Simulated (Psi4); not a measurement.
## Run report: SiH$_{4}$O$_{4}$, energy and gradient calculation (part 2 of 2)

Continued. System: SiH$_{4}$O$_{4}$, multiplicity 3. Method: HSE06/def2-SVP, UKS (Psi4 1.11). The geometry is that of the parent species in another charge or spin state. The geometry comes from this level: PBE0-D4/def2-TZVP.

Geometry of the input (Å):
```
O  -0.9690  0.7763  -1.0576
Si 0.0000  0.0000  -0.0000
O  1.5276  0.4337  -0.3721
O  -0.0431  -1.6293  -0.0599
O  -0.5154  0.4194  1.4895
H  -0.6395  0.8698  -1.9523
H  2.2263  -0.1352  -0.0462
H  -0.7680  -2.0561  0.3987
H  -0.8188  1.3214  1.6000
```

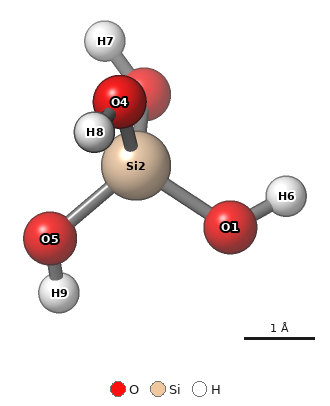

**Figure 1.** The structure (ball-and-stick view, seen at a tilt; atoms are numbered from 1 in the order of the input).

### What the program printed, continued
```
 L = 1.  Multiply by 2.5417464519 to convert [e a0] to [Debye]
 Dipole X            :          0.0627737            0.0000274            0.0628011
 Dipole Y            :         -0.0339229            0.0002551           -0.0336678
 Dipole Z            :          0.0440125            0.0002934            0.0443059
 Magnitude           :                                                    0.0839078

 ------------------------------------------------------------------------------------

	total time  =        156 seconds =       2.60 minutes

         ------------------------------------------------------------
                                   SCF GRAD
         ------------------------------------------------------------

  ==> Geometry <==

    Molecular point group: c1
    Full point group: C1

    Geometry (in Angstrom), charge = 0, multiplicity = 3:

       Center              X                  Y                   Z               Mass
    ------------   -----------------  -----------------  -----------------  -----------------
         O           -0.000001600739    -0.000006511170    -1.630983455330    15.994914619570
         SI          -0.000001600739    -0.000006511170    -0.000002455330    27.976926534650
         O           -0.000001600739    -1.564782742206     0.459948408795    15.994914619570
         O           -1.296351669560     0.688430991916     0.711071425369    15.994914619570
         O            1.296355827423     0.876352494668     0.459948189478    15.994914619570
         H           -0.512711847070    -0.686469837761    -2.059776426109     1.007825032230
         H           -0.281776558663    -1.747958908805     1.357182985618     1.007825032230
         H           -1.290047805008     1.643974590004     0.780881036203     1.007825032230
         H            2.084565468235     0.790726427908    -0.077974524357     1.007825032230

  Nuclear repulsion =  269.977287468162217

  ==> Basis Set <==

  Basis Set: DEF2-SVP
    Blend: DEF2-SVP
    Number of shells: 44
    Number of basis functions: 94
    Number of Cartesian functions: 99
    Spherical Harmonics?: true
    Max angular momentum: 2

  ==> DirectJKGrad: Integral-Direct SCF Gradients <==

    Gradient:                    1
    J tasked:                  Yes
    K tasked:                  Yes
    wK tasked:                 Yes
    Omega:               1.100E-01
    Integrals threads:           1
    Schwarz Cutoff:          1E-12

  ==> DFT Potential <==

   => LibXC <=

    Version 7.1.2

   => Composite Functional: HSE06 <=

    HSE06 Hyb-GGA Exchange-Correlation Functional

    Deriv               =              1
    GGA                 =           TRUE
    Meta                =          FALSE

    Exchange Hybrid     =           TRUE
    MP2 Hybrid          =          FALSE

   => Exchange Functionals <=

    1.0000   short-range part of the PBE (default w=0 gives PBEh) [omega = 0.1100]
    -0.2500   short-range part of the PBE (default w=0 gives PBEh) [omega = 0.1100]

   => Exact (HF) Exchange <=

    -0.2500            HF,LR [omega = 0.1100]
    0.2500               HF

   => Correlation Functionals <=

    1.0000   Perdew, Burke & Ernzerhof

   => LibXC Density Thresholds  <==

    XC_HYB_GGA_XC_HSE06:  1.00E-15

   => Molecular Quadrature <=

    Radial Scheme          =       TREUTLER
    Pruning Scheme         =           NONE
    Nuclear Scheme         =       TREUTLER

    Blocking Scheme        =         OCTREE
    BS radius alpha        =              1
    Pruning alpha          =              1
    Radial Points          =             99
    Spherical Points       =            590
    Total Points           =         499839
    Total Blocks           =           3579
    Max Points             =            256
    Max Functions          =             92
    Weights Tolerance      =       1.00E-15

  -Total Gradient:
     Atom            X                  Y                   Z
    ------   -----------------  -----------------  -----------------
       1       -0.008475616508    -0.034607289296     0.015698017379
       2       -0.014632315663     0.007756615732    -0.010334061558
       3       -0.006994171323     0.020162461331     0.019225268042
       4        0.032089869335     0.022124733120     0.001050659904
       5        0.002461442094    -0.017730429950    -0.022449715296
       6        0.017090459455     0.032792607977     0.020566407572
       7        0.004104738449     0.005226876654    -0.027564994167
       8       -0.001120464288    -0.041338707124    -0.009264323051
       9       -0.024516627541     0.005609315564     0.013077806828

	total time  =         12 seconds =       0.20 minutes

Properties will be evaluated at   0.000000,   0.000000,   0.000000 [a0]

Properties computed using the HSE06 density matrix

 Multipole Moments:

 ------------------------------------------------------------------------------------
     Multipole            Electronic (a.u.)      Nuclear  (a.u.)        Total (a.u.)
 ------------------------------------------------------------------------------------

 L = 1.  Multiply by 2.5417464519 to convert [e a0] to [Debye]
 Dipole X            :          0.0627737            0.0000274            0.0628011
 Dipole Y            :         -0.0339229            0.0002551           -0.0336678
 Dipole Z            :          0.0440125            0.0002934            0.0443059
 Magnitude           :                                                    0.0839078

 ------------------------------------------------------------------------------------
  Lowdin Charges: (a.u.)
   Center  Symbol    Alpha    Beta     Spin     Total
       1     O     4.20801  3.82502  0.38299 -0.03303
       2    SI     6.89775  6.75232  0.14544  0.34993
       3     O     4.17017  3.93064  0.23953 -0.10082
       4     O     4.20814  3.82464  0.38350 -0.03279
       5     O     4.17012  3.93077  0.23935 -0.10089
       6     H     0.60977  0.42980  0.17997 -0.03957
       7     H     0.56304  0.43852  0.12453 -0.00156
       8     H     0.61001  0.42976  0.18025 -0.03978
       9     H     0.56297  0.43853  0.12444 -0.00150

  Total alpha = 26.00000, Total beta = 24.00000, Total charge = -0.00000

  Wiberg Bond Indices using Orthogonal Lowdin Orbitals:

  Total Bond Index:
  Irrep: 1 Size: 9 x 9

                 1                   2                   3                   4                   5

    1     0.00000000000000     1.23502492440678     0.10793635962987     0.15568358186252     0.14847774843172
    2     1.23502492440678     0.00000000000000     1.28047089206108     1.23485629733964     1.28051356136486
    3     0.10793635962987     1.28047089206108     0.00000000000000     0.14868343984298     0.07157253759620
    4     0.15568358186252     1.23485629733964     0.14868343984298     0.00000000000000     0.10798811564813
    5     0.14847774843172     1.28051356136486     0.07157253759620     0.10798811564813     0.00000000000000
    6     1.05137949405229     0.15139201682827     0.02239547085721     0.02204588038376     0.01941778814147
    7     0.01692211732171     0.12808732297098     1.07263541922790     0.02176540825838     0.01317484700923
    8     0.02205334961814     0.15150369660388     0.01944602022192     1.05128866753790     0.02241713475956
    9     0.02174064615071     0.12804280584784     0.01317244259880     0.01692568620307     1.07266797493397

                 6                   7                   8                   9

    1     1.05137949405229     0.01692211732171     0.02205334961814     0.02174064615071
    2     0.15139201682827     0.12808732297098     0.15150369660388     0.12804280584784
    3     0.02239547085721     1.07263541922790     0.01944602022192     0.01317244259880
    4     0.02204588038376     0.02176540825838     1.05128866753790     0.01692568620307
    5     0.01941778814147     0.01317484700923     0.02241713475956     1.07266797493397
    6     0.00000000000000     0.04075579558028     0.06016949501037     0.04076932841051
    7     0.04075579558028     0.00000000000000     0.04085913470897     0.02917550105011
    8     0.06016949501037     0.04085913470897     0.00000000000000     0.04078988468797
    9     0.04076932841051     0.02917550105011     0.04078988468797     0.00000000000000

  Alpha Contribution:
  Irrep: 1 Size: 9 x 9

                 1                   2                   3                   4                   5

    1     0.00000000000000     0.59592210170108     0.01857512354655     0.01733700958913     0.01916674186645
    2     0.59592210170108     0.00000000000000     0.62149331415070     0.59584896916657     0.62151706219864
    3     0.01857512354655     0.62149331415070     0.00000000000000     0.01917014014627     0.01766505906548
    4     0.01733700958913     0.59584896916657     0.01917014014627     0.00000000000000     0.01857579582536
    5     0.01916674186645     0.62151706219864     0.01766505906548     0.01857579582536     0.00000000000000
    6     0.52253875655675     0.11810576107060     0.01696722337709     0.01766396397571     0.01310645632166
    7     0.01204832390134     0.09394024074593     0.53235536003141     0.01524841937773     0.00994321233239
    8     0.01767118973941     0.11822056751807     0.01313170129286     0.52249034150417     0.01698382463906
    9     0.01522909271312     0.09389649749024     0.00994160325776     0.01205112599442     0.53237062438580

                 6                   7                   8                   9

    1     0.52253875655675     0.01204832390134     0.01767118973941     0.01522909271312
    2     0.11810576107060     0.09394024074593     0.11822056751807     0.09389649749024
    3     0.01696722337709     0.53235536003141     0.01313170129286     0.00994160325776
    4     0.01766396397571     0.01524841937773     0.52249034150417     0.01205112599442
    5     0.01310645632166     0.00994321233239     0.01698382463906     0.53237062438580
    6     0.00000000000000     0.04045869806639     0.05998983737323     0.04046210229715
    7     0.04045869806639     0.00000000000000     0.04055196801114     0.02901379559599
    8     0.05998983737323     0.04055196801114     0.00000000000000     0.04049262368652
    9     0.04046210229715     0.02901379559599     0.04049262368652     0.00000000000000

  Beta Contribution:
  Irrep: 1 Size: 9 x 9

                 1                   2                   3                   4                   5

    1     0.00000000000000     0.63910282270570     0.08936123608332     0.13834657227340     0.12931100656528
    2     0.63910282270570     0.00000000000000     0.65897757791039     0.63900732817307     0.65899649916621
    3     0.08936123608332     0.65897757791039     0.00000000000000     0.12951329969671     0.05390747853072
    4     0.13834657227340     0.63900732817307     0.12951329969671     0.00000000000000     0.08941231982277
    5     0.12931100656528     0.65899649916621     0.05390747853072     0.08941231982277     0.00000000000000
    6     0.52884073749553     0.03328625575767     0.00542824748012     0.00438191640805     0.00631133181981
    7     0.00487379342037     0.03414708222504     0.54028005919649     0.00651698888065     0.00323163467684
    8     0.00438215987873     0.03328312908581     0.00631431892906     0.52879832603374     0.00543331012051
    9     0.00651155343759     0.03414630835760     0.00323083934104     0.00487456020865     0.54029735054816

                 6                   7                   8                   9

    1     0.52884073749553     0.00487379342037     0.00438215987873     0.00651155343759
    2     0.03328625575767     0.03414708222504     0.03328312908581     0.03414630835760
    3     0.00542824748012     0.54028005919649     0.00631431892906     0.00323083934104
    4     0.00438191640805     0.00651698888065     0.52879832603374     0.00487456020865
    5     0.00631133181981     0.00323163467684     0.00543331012051     0.54029735054816
    6     0.00000000000000     0.00029709751389     0.00017965763713     0.00030722611336
    7     0.00029709751389     0.00000000000000     0.00030716669783     0.00016170545412
    8     0.00017965763713     0.00030716669783     0.00000000000000     0.00029726100145
    9     0.00030722611336     0.00016170545412     0.00029726100145     0.00000000000000

  Atomic Valences:

 #  #
 Irrep: 1
      1:    2.759218221473757
      2:    5.589891517423321
      3:    2.736312582035968
      4:    2.759237077076377
      5:    2.736229707885130
      6:    1.408325269264156
      7:    1.363375546127555
      8:    1.408527383148717
      9:    1.363284269882968

  Variable Map:
  ----------------------------------------------------------------------------
  "CURRENT ENERGY"              =>    -591.961916166212
  "CURRENT REFERENCE ENERGY"    =>    -591.961916166212
  "DD SOLVATION ENERGY"         =>       0.000000000000
  "DFT FUNCTIONAL TOTAL ENERGY" =>    -591.961916166212
  "DFT TOTAL ENERGY"            =>    -591.961916166212
  "DFT VV10 ENERGY"             =>       0.000000000000
  "DFT XC ENERGY"               =>     -43.538903936356
  "GRID ELECTRONS ALPHA"        =>      25.999996807341
  "GRID ELECTRONS BETA"         =>      24.000000283792
  "GRID ELECTRONS TOTAL"        =>      49.999997091133
  "NUCLEAR REPULSION ENERGY"    =>     269.977287468162
  "ONE-ELECTRON ENERGY"         =>   -1353.742497038871
  "PCM POLARIZATION ENERGY"     =>       0.000000000000
  "PE ENERGY"                   =>       0.000000000000
  "SCF ITERATION ENERGY"        =>    -591.961916166212
  "SCF ITERATIONS"              =>      37.000000000000
  "SCF TOTAL ENERGY"            =>    -591.961916166212
  "TWO-ELECTRON ENERGY"         =>     535.342197340853
  "XC GRID RADIAL POINTS"       =>      99.000000000000
  "XC GRID SPHERICAL POINTS"    =>     590.000000000000
  "XC GRID TOTAL POINTS"        =>  499839.000000000000

  Array Variable Map:
  ----------------------------------------------------------------------------
  "CURRENT DIPOLE"              =>       0.062801091930 ... 0.044305915330 1 by 3
  "CURRENT GRADIENT"            =>      -0.008475616508 ... 0.013077806828 9 by 3
  "DFT TOTAL GRADIENT"          =>      -0.008475616508 ... 0.013077806828 9 by 3
  "HSE06 DIPOLE"                =>       0.062801091930 ... 0.044305915330 1 by 3
  "SCF DIPOLE"                  =>       0.062801091930 ... 0.044305915330 1 by 3
  "SCF TOTAL ENERGIES"          =>    -591.657542433962 ... -591.961916166212 1 by 38
  "SCF TOTAL GRADIENT"          =>      -0.008475616508 ... 0.013077806828 9 by 3

    Psi4 run time: 0:02:48.38
```

### Key numbers

| quantity | value |
| --- | --- |
| outcome | converged |
| total energy | −591.961916 hartree |
| basis functions | 94 |
| largest force | 2.179 eV/Å |
| ⟨S²⟩ | 2.006 |
| dipole moment | 0.21 D |
| hardware | 1 thread of AMD EPYC (Zen 3), 24 GiB of memory available, shared host |
| wall time | 2.8 min |
| peak memory | 0.98 GiB |
